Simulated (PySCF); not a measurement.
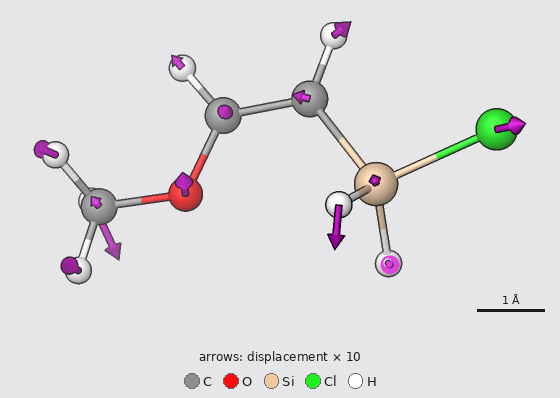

This is a relaxation of C3H7ClOSi. The starting structure is drawn; purple arrows show the displacements, magnified 10 times. The two geometries are superimposed by the best rigid fit.

The picture is a ball-and-stick view, seen at a tilt.

The start comes from GFN2-xTB. Its atoms were then displaced at random by about 0.01 Å.

Computed with PBE0-D3(BJ)/def2-SVP geometry optimisation, gas phase in PySCF 2.14.0, density-fitted response routines. 

Describe the change and its energy.

Answer. After 9 geometry steps the energy has fallen by 0.204 eV. The largest move after the best rigid fit is that of an H atom, 0.10 Å. By element the largest moves are H 0.10 Å, Cl 0.06 Å, O 0.05 Å, C 0.03 Å, Si 0.02 Å. Near-neighbour distances that change, for instance: Cl–Si 2.028 → 2.079 Å, C–C 1.383 → 1.340 Å, H–Si 1.449 → 1.491 Å, C–H 1.056 → 1.093 Å. Among the angles between lasting bonds that change: Si–C–H 124.0° → 121.2°, H–C–H 106.3° → 109.1°, C–C–H 115.4° → 117.9°. Cost: 68 s on 1 thread of Arm Neoverse V1 (shared host).
